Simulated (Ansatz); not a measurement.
**Strength of the C–Se bond: C3H5Se → C3H5 + Se**

Species: C3H5Se `C=CC[Se]`, doublet; C3H5 `[CH2]C=C`, doublet; Se atom, triplet. 

Shapes, held fixed at every level: PBE0-D4/def2-TZVP. Flexible molecules stand in one conformer, not always the lowest. Programs: Ansatz 0.2.0. The zero-point and thermal change to 298 K, harmonic and unscaled (PBE0-D4/def2-TZVP), is -18.4 kJ/mol.

```
                level                    kind  ΔH(298 K) (kJ/mol)  CPU time (sum over the molecules)
        HF/def2-TZVPP            Hartree–Fock               +43.5                                  –
    PBE-D4/def2-TZVPP                     GGA              +205.4                               33 s
 r2SCAN-D4/def2-TZVPP                meta-GGA              +180.4                               76 s
r2SCAN0-D4/def2-TZVPP           global hybrid              +170.7                               65 s
   wB97M-V/def2-TZVPP  range-separated hybrid              +192.7                            1.9 min
   wB97X-V/def2-TZVPP  range-separated hybrid              +199.4                               90 s
    B2PLYP/def2-TZVPP           double hybrid              +184.0                               52 s
```

B2PLYP/def2-TZVPP gives ΔH(298 K) = +184.0 kJ/mol; the levels span +43.5 to +205.4. The median of the levels is +184.0. Hartree–Fock misses the correlation of the pair that is broken and comes out low. No measured value is set beside it here. Spin contamination: C3H5 (⟨S²⟩ up to 0.95). Open shells run unrestricted unless RO is named. Relativity is left out for Se unless named. Correlated rows may include outer-core shells of Se, which these sets cover unevenly. Spin-orbit coupling lowers the free atoms by 11.3 kJ/mol; the thermal change holds that. Times are processor times on shared x86 and Arm servers, and rough.

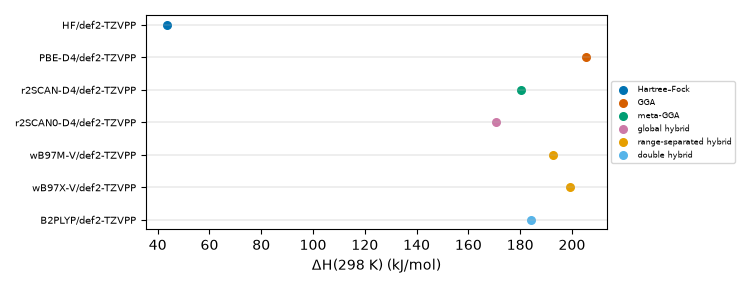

The values of the table, level by level.
